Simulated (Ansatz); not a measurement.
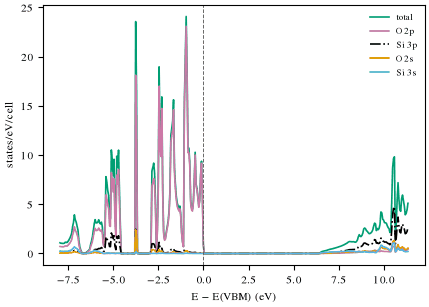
*Total and projected density of states of SiO2 in space group R32 (No. 155; Si on 9e, O on 9e, O on 9d), plane-wave PAW r²SCAN (Ansatz code)*

Task: Which orbitals carry the states next to the gap?

Result: Top 1 eV of the valence band: O 2p 97 %. Bottom 1 eV of the conduction band: Si 3s 34 %, Si 3p 17 %, O 2s 16 %, outside the projected shells 29 %. Projections are on Löwdin-orthogonalised atomic valence shells; empty p or d shells of many metals are not among them.

Task: Where is the tallest occupied peak in this window, and what makes it?

Result: Near -1.0 eV, about 24 states/eV per cell; the largest projected share is O 2p.

The workflow started from a Materials Project entry (that database holds measured and hypothetical structures alike); the Crystallography Open Database copy checked does not list it. It is not the phase usual at ambient conditions (space group No. 92, 152, 154). Symmetry was held in the r²SCAN relaxation; phonons show weakly imaginary modes.

Potentials: the earlier of the program's two PAW sets.
